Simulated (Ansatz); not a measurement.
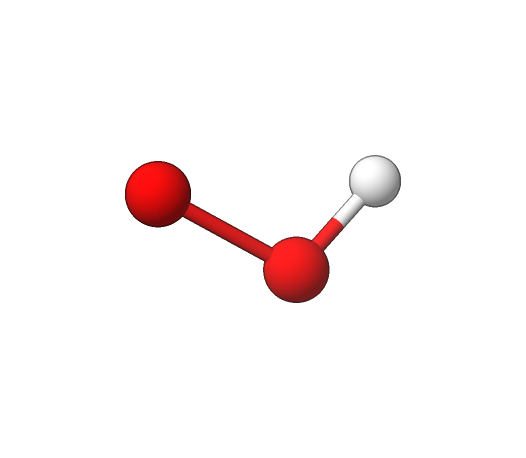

A ball-and-stick model of a molecule. Every bond is drawn as one stick, whatever its order. Colours: oxygen red, hydrogen white.

The species is neutral and a spin doublet.

Give the formula.

HO2, 3 atoms: 1 hydrogen and 2 oxygen.

How many bonds of each kind are drawn?

1 O–O, 1 O–H. Sticks follow a distance rule.

Give the symmetry (Schoenflies symbol).

Cs.

More results for the same structure follow; atom numbers are the same in all pictures, views and colours differ. Computed geometry: PBE0-D4/def2-TZVP optimisation.

Shape

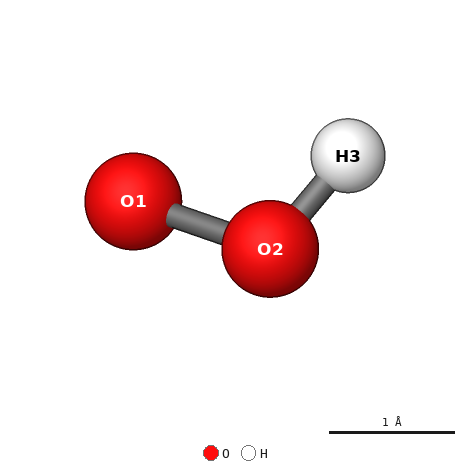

How are the neighbours of atom 2 arranged?

O2 has 2 neighbours (O1 at 1.31, H3 at 0.97 Å); the arrangement is bent.

Vibrations

Harmonic vibrations computed with UKS PBE0-D4/def2-TZVP (Ansatz 0.2.0) at a stationary point of the same level.

How many vibrational modes are there, and where do they lie?

3 modes: 1226, 1458, 3631 cm⁻¹.

Dipole moment

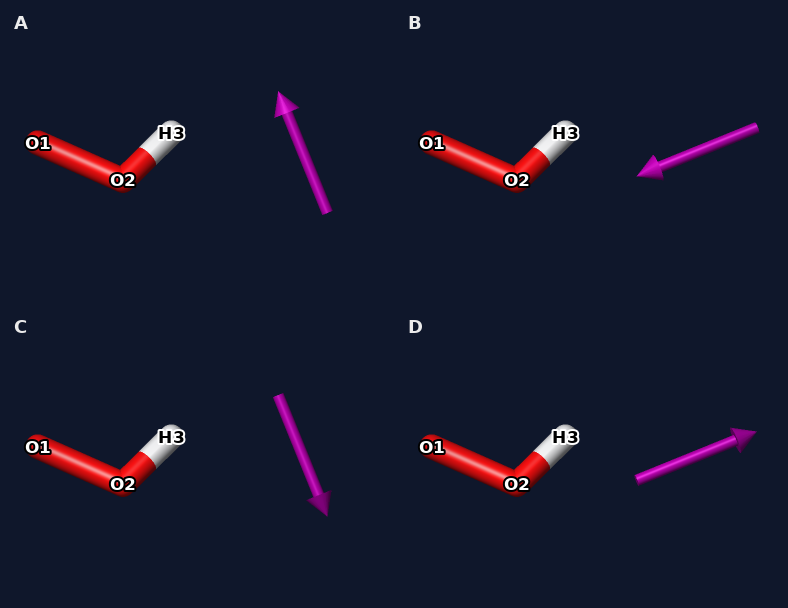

The same molecule four times, each with an arrow. Properties computed with UKS PBE0-D4/def2-TZVP (Ansatz 0.2.0).

Which arrow points along the dipole moment, from the negative to the positive end?

D. The dipole moment is 2.28 D; it points from the side of O1 to the side of H3 (the outermost atoms at the two ends).

Electronic properties

Level of theory: UKS ωB97X-V/def2-TZVPP (Ansatz 0.2.0).

What is the ⟨S²⟩ of the determinant?

0.754.
